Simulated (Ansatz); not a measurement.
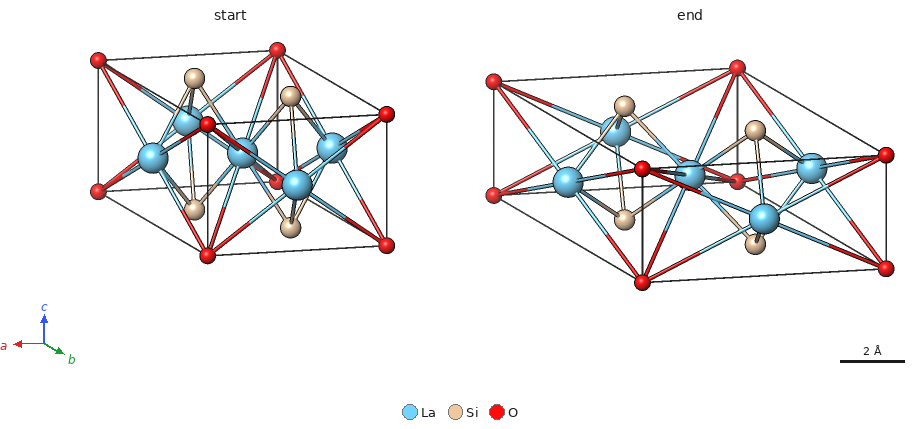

The structure of crystalline La₃Si₂O (a generated structure, set up in P6/mmm) (coarse preliminary run) before (left) and after (right) a relaxation, at one scale.

Style: ball-and-stick. Shown: the cell of the calculation, from a free direction.

Level of theory: DFT PBE, scalar-relativistic, plane waves, PAW in Ansatz.

Input
```yaml
crystal:
  lattice:
    - [5.69653902, 0.0, 0.0]
    - [-2.84826951, 4.93334751, 0.0]
    - [0.0, 0.0, 4.62786206]
  atoms:
    - { symbol: La, position: [0.5, 0.0, 0.5] }
    - { symbol: La, position: [0.5, 0.5, 0.5] }
    - { symbol: La, position: [0.0, 0.5, 0.5] }
    - { symbol: Si, position: [0.33333333, 0.66666667, 0.0] }
    - { symbol: Si, position: [0.66666667, 0.33333333, 0.0] }
    - { symbol: O, position: [0.0, 0.0, 0.0] }
basis:
  ecutwfc: 420
kpoints:
  mp_grid: { grid: [6, 6, 4] }
hamiltonian:
  xc: pbe
scf:
  occupations: { method: gaussian, width: 0.1 }
  lower_state_search: "off"
output:
  forces: true
  stress: true
  eigenvalues: true
relax:
  adjacent_minimum: "off"
  f_tol: 0.04
  max_steps: 70
  cell: { stress_tol: 0.4 }
```

Run as
```bash
ansatz run input.yaml --threads 1 --pin off --max-ram 2560MiB --backend cpu --events-out ev --progress --plain --runs-dir out
```

What changed between the two?

No atom moves by more than 0.005 Å relative to the cell. Cell: a = b 5.697 → 7.751 Å (+36.1 %), c 4.628 → 4.005 Å (−13.5 %). Volume +60.2 %. Some distances before and after: La1–La2 2.848 → 3.876 Å, La1–O6 3.670 → 4.362 Å, La1–Si4 2.839 → 3.003 Å. Among the angles between lasting bonds that change: Si4–La1–Si5 70.8° → 96.4°, Si4–La1–Si4 109.2° → 83.6°, La1–Si4–La1 109.2° → 83.6°. The space group stays P6/mmm (No. 191). The energy falls by 793 meV per atom in 9 accepted moves (11 points after the start). All forces vanish by symmetry, so only the cell relaxes. Pressure: 18.93 GPa at the start and 0.10 GPa at the end. At 2 points the geometry stayed and the basis and grid were re-selected for the new cell (energy shift of 113 meV per atom at most each time).
